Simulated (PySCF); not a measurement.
# C12H8O2S: NMR shifts at several levels of theory, part 2 of 2

PySCF 2.14.0. Atoms count from 0. Earlier steps stand in the parts before.

### Step 5. NMR shieldings: wB97X-D/pcSseg-1

What the job is given:

```
{"job": {"kind": "nmr", "xc": "wB97X-D", "basis": "pcSseg-1", "pop": false}, "charge": 0, "multiplicity": 1}
O     -0.216022     2.252863    -1.252314
S     -0.128031     1.520674     0.005317
O     -0.161795     2.249229     1.267862
C     -1.304729     0.178867     0.026975
C     -2.682370     0.311359     0.047411
C     -3.448390    -0.855990     0.063131
C     -2.827225    -2.107200     0.058505
C     -1.436453    -2.219955     0.036668
C     -0.658708    -1.062481     0.019838
C      0.810755    -0.943839    -0.007745
C      1.764281    -1.961060    -0.020789
C      3.119112    -1.627566    -0.048973
C      3.532421    -0.293373    -0.064698
C      2.588944     0.735994    -0.051148
C      1.250145     0.384758    -0.022539
H     -3.148721     1.298853     0.050184
H     -4.538404    -0.789455     0.078917
H     -3.438827    -3.012181     0.071501
H     -0.965760    -3.205523     0.032275
H      1.457860    -3.009334    -0.009002
H      3.867466    -2.423368    -0.058934
H      4.597754    -0.053663    -0.087505
H      2.891426     1.785299    -0.062847
```

Method: GIAO wB97X-D/pcSseg-1 NMR shielding, non-relativistic, gas phase.

Log:

```text
coarse grid: 21792 points
cycle   1  E = -1009.9350256458  dE =  4.388e+00  |g| = 1.234e+00  |ddm| = 5.605e+00
cycle   2  E = -1009.5709402643  dE =  3.641e-01  |g| = 1.938e+00  |ddm| = 3.129e+00
cycle   3  E = -1010.2333399750  dE = -6.624e-01  |g| = 1.236e-01  |ddm| = 2.073e+00
cycle   4  E = -1010.2358262374  dE = -2.486e-03  |g| = 8.358e-02  |ddm| = 2.680e-01
cycle   5  E = -1010.2375719683  dE = -1.746e-03  |g| = 1.465e-02  |ddm| = 1.317e-01
cycle   6  E = -1010.2376254551  dE = -5.349e-05  |g| = 4.960e-03  |ddm| = 2.811e-02
cycle   7  E = -1010.2376324183  dE = -6.963e-06  |g| = 1.299e-03  |ddm| = 8.691e-03
final grid: 211640 points
cycle   8  E = -1010.3519761254  dE = -2.773e-04  |g| = 5.122e-03  |ddm| = 1.119e-01
cycle   9  E = -1010.3519778328  dE = -1.707e-06  |g| = 4.781e-03  |ddm| = 1.390e-02
cycle  10  E = -1010.3519819692  dE = -4.136e-06  |g| = 1.386e-03  |ddm| = 6.002e-03
cycle  11  E = -1010.3519823152  dE = -3.460e-07  |g| = 4.070e-04  |ddm| = 1.910e-03
cycle  12  E = -1010.3519823509  dE = -3.567e-08  |g| = 1.462e-04  |ddm| = 5.932e-04
cycle  13  E = -1010.3519823566  dE = -5.699e-09  |g| = 3.729e-05  |ddm| = 2.286e-04
cycle  14  E = -1010.3519823571  dE = -5.361e-10  |g| = 1.354e-05  |ddm| = 8.730e-05
converged SCF energy = -1010.3519823571

GIAO shielding tensors (ppm)
atom      isotropic    diamagn.    paramagn.     s11        s22        s33       span
  0 O      128.174     399.883    -271.709     74.531     79.766    230.224    155.693
  1 S      177.965    1051.365    -873.400     51.298    176.555    306.042    254.744
  2 O      127.486     399.865    -272.379     73.986     79.120    229.350    155.364
  3 C       35.490     273.430    -237.940    -41.354     14.223    133.600    174.954
  4 C       54.430     247.569    -193.138    -46.936     27.642    182.586    229.522
  5 C       47.742     255.716    -207.974    -62.279     30.363    175.141    237.420
  6 C       45.313     255.018    -209.705    -67.427     28.472    174.894    242.321
  7 C       57.540     250.966    -193.426    -43.765     38.830    177.554    221.319
  8 C       47.885     254.513    -206.628    -41.856     23.988    161.522    203.378
  9 C       47.851     254.499    -206.648    -41.876     23.938    161.491    203.367
 10 C       57.553     250.975    -193.423    -43.708     38.838    177.529    221.237
 11 C       45.290     255.020    -209.730    -67.477     28.470    174.877    242.354
 12 C       47.735     255.748    -208.013    -62.327     30.409    175.122    237.449
 13 C       54.422     247.619    -193.197    -46.899     27.633    182.532    229.431
 14 C       35.412     273.337    -237.925    -41.319     14.226    133.330    174.649
 15 H       23.282      30.290      -7.008     19.211     22.733     27.902      8.690
 16 H       23.719      27.744      -4.026     20.237     24.462     26.457      6.221
 17 H       23.658      27.906      -4.248     20.128     24.367     26.479      6.351
 18 H       23.373      32.971      -9.598     18.282     23.968     27.868      9.586
 19 H       23.375      32.975      -9.599     18.277     23.974     27.874      9.597
 20 H       23.658      27.918      -4.260     20.126     24.368     26.479      6.353
 21 H       23.715      27.771      -4.055     20.238     24.458     26.449      6.211
 22 H       23.284      30.302      -7.017     19.211     22.746     27.896      8.685
```

Wall time 65 s (8 threads of AMD EPYC 7R43 (Zen 3), shared host).

This run: δ C3 149.1, C6 139.2, C5 136.8, C8 136.7, H15 8.10, H18 8.01 ppm (means over like atoms).

### Step 6. Shielding tensors: KT2/pcSseg-1

The job, as its differences from that of step 5:

```diff
@@ -1,2 +1,2 @@
-{"job": {"kind": "nmr", "xc": "wB97X-D", "basis": "pcSseg-1", "pop": false}, "charge": 0, "multiplicity": 1}
+{"job": {"kind": "nmr", "xc": "KT2", "basis": "pcSseg-1", "pop": false}, "charge": 0, "multiplicity": 1}
 O     -0.216022     2.252863    -1.252314
```

With the program's defaults for keys left out, this is: GIAO KT2/pcSseg-1 NMR shielding, non-relativistic, gas phase.

Log:

```text
coarse grid: 21792 points
cycle   1  E = -1023.8389726743  dE =  3.186e+00  |g| = 1.322e+00  |ddm| = 5.820e+00
cycle   2  E = -1021.2073190915  dE =  2.632e+00  |g| = 3.625e+00  |ddm| = 6.442e+00
cycle   3  E = -1024.0798393343  dE = -2.873e+00  |g| = 6.043e-01  |ddm| = 5.827e+00
cycle   4  E = -1024.1632736685  dE = -8.343e-02  |g| = 3.009e-01  |ddm| = 1.557e+00
cycle   5  E = -1024.1770712022  dE = -1.380e-02  |g| = 1.947e-01  |ddm| = 5.796e-01
cycle   6  E = -1024.1878893890  dE = -1.082e-02  |g| = 3.238e-02  |ddm| = 2.434e-01
cycle   7  E = -1024.1881193710  dE = -2.300e-04  |g| = 1.142e-02  |ddm| = 5.108e-02
cycle   8  E = -1024.1881501475  dE = -3.078e-05  |g| = 4.259e-03  |ddm| = 1.767e-02
cycle   9  E = -1024.1881540041  dE = -3.857e-06  |g| = 1.561e-03  |ddm| = 5.990e-03
final grid: 211640 points
cycle  10  E = -1024.2940965128  dE = -4.641e-04  |g| = 2.309e-02  |ddm| = 2.546e-01
cycle  11  E = -1024.2939036800  dE =  1.928e-04  |g| = 3.772e-02  |ddm| = 6.701e-02
cycle  12  E = -1024.2941749692  dE = -2.713e-04  |g| = 1.108e-02  |ddm| = 5.002e-02
cycle  13  E = -1024.2942032619  dE = -2.829e-05  |g| = 2.734e-03  |ddm| = 1.720e-02
cycle  14  E = -1024.2942050163  dE = -1.754e-06  |g| = 1.010e-03  |ddm| = 4.963e-03
cycle  15  E = -1024.2942052752  dE = -2.588e-07  |g| = 2.915e-04  |ddm| = 1.358e-03
cycle  16  E = -1024.2942052966  dE = -2.145e-08  |g| = 1.111e-04  |ddm| = 4.844e-04
cycle  17  E = -1024.2942052995  dE = -2.889e-09  |g| = 4.664e-05  |ddm| = 1.751e-04
cycle  18  E = -1024.2942053001  dE = -5.980e-10  |g| = 9.089e-06  |ddm| = 7.848e-05
converged SCF energy = -1024.2942053001

GIAO shielding tensors (ppm)
atom      isotropic    diamagn.    paramagn.     s11        s22        s33       span
  0 O      113.538     400.274    -286.735     61.124     64.437    215.055    153.931
  1 S      210.385    1054.252    -843.866     84.408    206.117    340.630    256.223
  2 O      112.738     400.256    -287.518     60.279     64.084    213.850    153.571
  3 C       45.949     273.454    -227.505    -19.577     24.291    133.132    152.709
  4 C       66.386     246.741    -180.355    -22.400     42.976    178.583    200.983
  5 C       58.140     255.255    -197.115    -39.854     44.128    170.146    209.999
  6 C       56.934     254.296    -197.362    -43.141     43.418    170.527    213.667
  7 C       68.061     250.695    -182.634    -21.981     52.424    173.739    195.721
  8 C       58.411     251.442    -193.030    -15.959     33.618    157.575    173.535
  9 C       58.371     251.432    -193.061    -16.004     33.574    157.543    173.546
 10 C       68.069     250.711    -182.642    -21.936     52.437    173.704    195.640
 11 C       56.918     254.301    -197.383    -43.174     43.414    170.513    213.687
 12 C       58.137     255.288    -197.151    -39.888     44.182    170.117    210.004
 13 C       66.373     246.796    -180.423    -22.373     42.964    178.529    200.902
 14 C       45.855     273.358    -227.503    -19.528     24.230    132.863    152.391
 15 H       23.569      30.696      -7.127     19.655     23.397     27.655      8.000
 16 H       23.908      27.877      -3.969     20.570     24.908     26.245      5.674
 17 H       23.908      27.973      -4.065     20.495     24.948     26.281      5.786
 18 H       23.594      33.577      -9.983     18.671     24.469     27.643      8.971
 19 H       23.597      33.577      -9.980     18.668     24.475     27.649      8.981
 20 H       23.907      27.983      -4.076     20.492     24.950     26.279      5.787
 21 H       23.906      27.905      -3.999     20.574     24.908     26.236      5.662
 22 H       23.571      30.711      -7.140     19.654     23.409     27.650      7.995
```

Wall time 36 s (8 threads of AMD EPYC 7R43 (Zen 3), shared host).

In short: δ C3 137.3, C6 126.3, C5 125.1, C8 124.8, H15 7.61, H18 7.58 ppm (means over like atoms).

### Step 7. Shielding tensors: HF/pcSseg-1

The job, as its differences from that of step 6:

```diff
@@ -1,2 +1,2 @@
-{"job": {"kind": "nmr", "xc": "KT2", "basis": "pcSseg-1", "pop": false}, "charge": 0, "multiplicity": 1}
+{"job": {"kind": "nmr", "xc": "HF", "basis": "pcSseg-1", "pop": false}, "charge": 0, "multiplicity": 1}
 O     -0.216022     2.252863    -1.252314
```

Level: GIAO HF/pcSseg-1 NMR shielding, non-relativistic, gas phase.

Log:

```text
final grid: 211640 points
cycle   1  E = -1005.7729676438  dE =  5.690e+00  |g| = 1.137e+00  |ddm| = 5.509e+00
cycle   2  E = -1005.9644939151  dE = -1.915e-01  |g| = 8.579e-01  |ddm| = 2.083e+00
cycle   3  E = -1006.1032591115  dE = -1.388e-01  |g| = 1.556e-01  |ddm| = 1.097e+00
cycle   4  E = -1006.1097053235  dE = -6.446e-03  |g| = 5.684e-02  |ddm| = 3.406e-01
cycle   5  E = -1006.1105443953  dE = -8.391e-04  |g| = 1.108e-02  |ddm| = 8.556e-02
cycle   6  E = -1006.1105862509  dE = -4.186e-05  |g| = 3.275e-03  |ddm| = 1.925e-02
cycle   7  E = -1006.1105918772  dE = -5.626e-06  |g| = 1.447e-03  |ddm| = 7.579e-03
cycle   8  E = -1006.1105931700  dE = -1.293e-06  |g| = 6.164e-04  |ddm| = 3.267e-03
cycle   9  E = -1006.1105935144  dE = -3.444e-07  |g| = 2.772e-04  |ddm| = 1.832e-03
cycle  10  E = -1006.1105935817  dE = -6.724e-08  |g| = 1.002e-04  |ddm| = 8.278e-04
cycle  11  E = -1006.1105935912  dE = -9.515e-09  |g| = 4.316e-05  |ddm| = 2.811e-04
cycle  12  E = -1006.1105935932  dE = -1.987e-09  |g| = 1.879e-05  |ddm| = 1.118e-04
cycle  13  E = -1006.1105935936  dE = -4.220e-10  |g| = 7.967e-06  |ddm| = 6.537e-05
converged SCF energy = -1006.1105935936

GIAO shielding tensors (ppm)
atom      isotropic    diamagn.    paramagn.     s11        s22        s33       span
  0 O      171.979     399.433    -227.454    118.653    121.203    276.082    157.429
  1 S      215.121    1048.022    -832.901    106.411    206.284    332.668    226.257
  2 O      171.254     399.420    -228.166    117.924    120.778    275.059    157.135
  3 C       44.277     271.197    -226.920    -43.113     26.354    149.590    192.703
  4 C       56.596     248.557    -191.961    -53.003     32.299    190.492    243.495
  5 C       54.589     256.686    -202.096    -60.661     40.269    184.160    244.821
  6 C       48.915     256.431    -207.516    -71.441     34.747    183.438    254.879
  7 C       63.612     250.989    -187.377    -43.331     48.177    185.989    229.320
  8 C       51.632     255.533    -203.901    -49.303     31.495    172.703    222.007
  9 C       51.583     255.532    -203.948    -49.356     31.416    172.690    222.046
 10 C       63.638     251.003    -187.365    -43.256     48.199    185.970    229.226
 11 C       48.883     256.430    -207.547    -71.506     34.734    183.420    254.925
 12 C       54.590     256.719    -202.129    -60.702     40.330    184.142    244.844
 13 C       56.585     248.593    -192.008    -52.957     32.277    190.436    243.393
 14 C       44.241     271.119    -226.878    -43.033     26.408    149.349    192.382
 15 H       23.284      30.069      -6.785     18.549     23.241     28.063      9.514
 16 H       23.978      28.036      -4.059     19.846     25.427     26.660      6.814
 17 H       23.794      28.237      -4.443     19.708     25.093     26.582      6.874
 18 H       23.554      32.653      -9.099     17.716     24.807     28.140     10.425
 19 H       23.559      32.660      -9.101     17.713     24.815     28.148     10.435
 20 H       23.793      28.248      -4.455     19.706     25.093     26.580      6.874
 21 H       23.974      28.061      -4.086     19.848     25.426     26.650      6.802
 22 H       23.289      30.083      -6.795     18.553     23.255     28.058      9.506
```

Wall time 32 s (8 threads of AMD EPYC 7R43 (Zen 3), shared host).

Key values: δ C3 146.6, C6 141.9, C8 139.2, C5 136.3, H15 8.40, H18 8.13 ppm (means over like atoms).

### Step 8. Side by side: NMR shifts

Shifts (ppm) of some atoms, chosen among heavy atoms and hydrogens apart, means over like atoms, with basis size and wall time:

```csv
run,C6,C8,C4,H15,H17,O0,S1,functions,time
PBE0/pcSseg-1,137.9,135.3,128.6,8.03,7.68,208.2,314,302,52 s
PBE/pcSseg-1,134.7,132.5,124.8,7.77,7.49,222.5,319,302,38 s
wB97X-D/pcSseg-1,139.2,136.7,130.1,8.10,7.72,205.4,316,302,65 s
KT2/pcSseg-1,126.3,124.8,116.8,7.61,7.27,217.5,308,302,36 s
HF/pcSseg-1,141.9,139.2,134.3,8.40,7.89,161.7,298,302,32 s
```

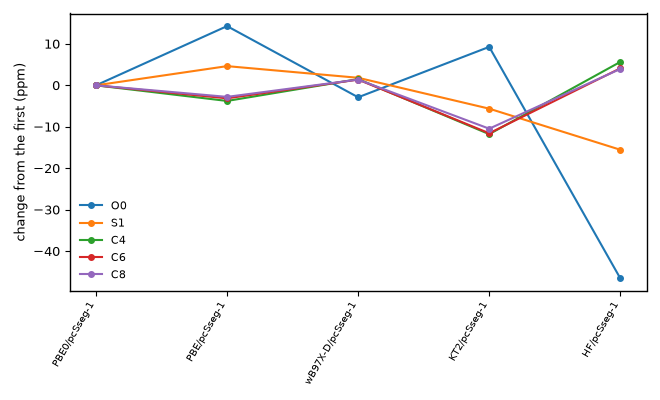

How five of the tabulated atoms move from run to run.

### Step 9. What came out

This closing draws on all 2 parts.

```
                                                               quantity                                         value
                                                            point group                                           C2v
                                   rotational constants (main isotopes)                          0.90, 0.54, 0.36 GHz
13C shifts against TMS (PBE0/pcSseg-1, means over atoms taken as alike)  147.5, 137.9, 135.7, 135.3, 128.6, 125.9 ppm
 1H shifts against TMS (PBE0/pcSseg-1, means over atoms taken as alike)                    8.03, 7.96, 7.68, 7.63 ppm
17O shifts against H2O (PBE0/pcSseg-1, means over atoms taken as alike)                                     208.2 ppm
                                 33S shifts against CS2 (PBE0/pcSseg-1)                                       314 ppm
                                               range of the shift of O0                            161.7 to 222.5 ppm
```

**Reading.** Single values in the summary come from the first run of each kind that ended normally (PBE0/pcSseg-1), which need not be the best level. The optimisation took 7 steps and gained 0.108 eV; among the close pairs (by a distance rule), O0–S1 changed most, from 1.437 to 1.458 Å. At PBE0/pcSseg-1: The largest span, 254 ppm, is at S1, where the paramagnetic term is -869 ppm. NICS(1)zz of -24 ppm above the planar ring from C3 marks a diatropic (aromatic) ring current. NICS(1)zz of -24 ppm above the planar ring from C9 marks a diatropic (aromatic) ring current. In ppm, O0 (with its like atoms) moves most: its shift spreads over 60.8 ppm, from 161.7 (HF/pcSseg-1) to 222.5 (PBE/pcSseg-1).
